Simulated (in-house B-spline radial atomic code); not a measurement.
# W⁴⁺: ionisation energy by several methods

Aim: the ionisation energy of W⁴⁺ by several methods, each as the difference of two self-consistent energies (W⁴⁺ and the next ion, [Xe] 4f14 5d1).

Program: in-house B-spline radial atomic code version 1. Level of theory: Dirac-Coulomb, several functionals; spherical all-electron atom at the radial basis limit. These are calculated values, not measurements, unless marked.

**1. Starting point**

```
element       : tungsten (Z = 74)
charge        : +4
electrons     : 70
configuration : [Xe] 4f14 5d2
nucleus       : Fermi, rms radius 5.366 fm
```

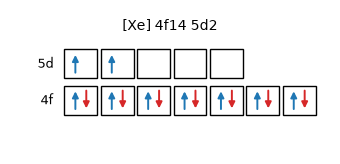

Occupation of the outer shells (arrows by Hund's rule).

The boxes only draw the filling; these runs are spin-restricted and spherical.

**2. OLYP**

Settings of the run:

```ini
Z = 74
electrons = 70.0
configuration = [Xe] 4f14 5d2
hamiltonian = dirac
method = optx,lyp
spin_polarised = False
nucleus = fermi
rms_radius = 5.3658
mass_number = 184
atomic_mass = 183.95093318
speed_of_light = 137.035999084
```

**3. PBEsol**

The settings differ from step 2 so:

```diff
@@ -4,3 +4,3 @@
 hamiltonian = dirac
-method = optx,lyp
+method = pbesol
 spin_polarised = False
```

**4. LDA (VWN5)**

The settings differ from step 3 so:

```diff
@@ -4,3 +4,3 @@
 hamiltonian = dirac
-method = pbesol
+method = lda,vwn
 spin_polarised = False
```

**5. BP86**

The settings differ from step 4 so:

```diff
@@ -4,3 +4,3 @@
 hamiltonian = dirac
-method = lda,vwn
+method = b88,p86
 spin_polarised = False
```

**6. LDA (PW92)**

The settings differ from step 5 so:

```diff
@@ -4,3 +4,3 @@
 hamiltonian = dirac
-method = b88,p86
+method = lda,pw
 spin_polarised = False
```

**7. PBE**

The settings differ from step 6 so:

```diff
@@ -4,3 +4,3 @@
 hamiltonian = dirac
-method = lda,pw
+method = pbe,pbe
 spin_polarised = False
```

The tabulated ionisation energy is 51.6 ± 0.3 eV (semi-empirical; NIST Atomic Spectra Database). What does each method give, and which comes nearest?

The runs gave:

| method | rung | total energy (hartree) | ΔSCF (eV) | with Breit, QED, recoil (eV) | −ε highest (eV) | corrected ΔSCF less tabulated (eV) |
| --- | --- | --- | --- | --- | --- | --- |
| LDA (VWN5) | LDA | -16150.6648 | 50.406 | 50.413 | 43.370 (5d5/2) | -1.187 |
| LDA (PW92) | LDA | -16150.6341 | 50.400 | 50.407 | 43.365 (5d5/2) | -1.193 |
| OLYP | GGA | -16165.9455 | 50.101 | 50.110 | 43.024 (5d5/2) | -1.490 |
| PBEsol | GGA | -16155.3580 | 50.068 | 50.076 | 43.039 (5d5/2) | -1.524 |
| BP86 | GGA | -16162.1084 | 50.128 | 50.135 | 43.116 (5d5/2) | -1.465 |
| PBE | GGA | -16160.1226 | 50.060 | 50.067 | 43.030 (5d5/2) | -1.533 |

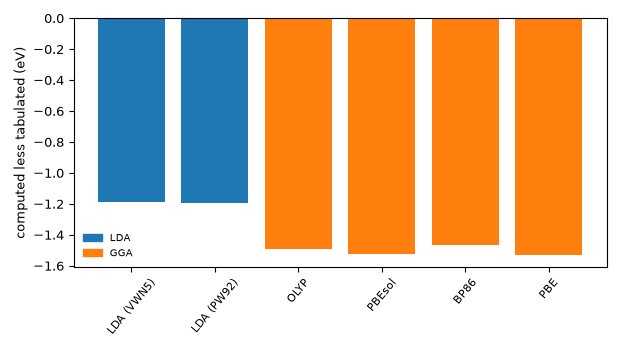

Error of each method against the tabulated value; one colour a rung.

**Reading.** Tables give 51.6 ± 0.3 eV (semi-empirical; NIST Atomic Spectra Database) for the ionisation energy. LDA (VWN5) misses by -1.187 eV, the least, and PBE by -1.533 eV (3.0 %), the most. All methods miss on the same side by much the same amount, which points to something that they share. Open shells are averaged (over orientations, and over spins where the run is restricted), while tables refer to the lowest levels. For the semilocal functionals minus the highest level recovers only 86 % of their own ΔSCF value, a mark of self-interaction.
